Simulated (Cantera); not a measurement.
Input: 1 mol TEOS, 4.4 mol NO, 84 mol H2, held at 0.00390 bar.

These are equilibrium values from Cantera (NASA tables, ideal gas, pure condensed phases), not measurements of a reactor. Candidate condensed phases: C, C6H6, C7H8, C8H18, H2O, Si, SiC, SiO2, Si2N2O, Si3N4; 151 gas species. The feed counts by its element totals alone. Mutual solubility and eutectic melting of coexisting phases are not modelled. The tables hold silica as quartz up to 1696 K and as liquid above; real silica turns to tridymite and cristobalite and melts near 1996 K. Gases not in the tables: Si2H6 and higher silanes. Kinetics and transport are ignored.

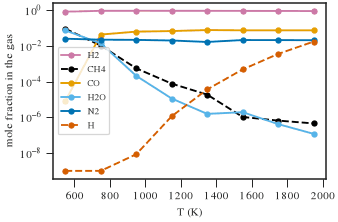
Fig. 1. Equilibrium gas composition (values under 1e-9 drawn at 1e-9)

At 550 K the condensed part is SiO2(α-quartz). At 750 K the condensed part is C(graphite) + SiO2(α-quartz). At 950 K the condensed part is C(graphite) + SiO2(β-quartz). At 1150 K the condensed part is C(graphite) + SiO2(β-quartz) + Si2N2O(s). At 1350 K the condensed part is C(graphite) + Si2N2O(s). From 1550 K to 1950 K the condensed part is SiC(s).
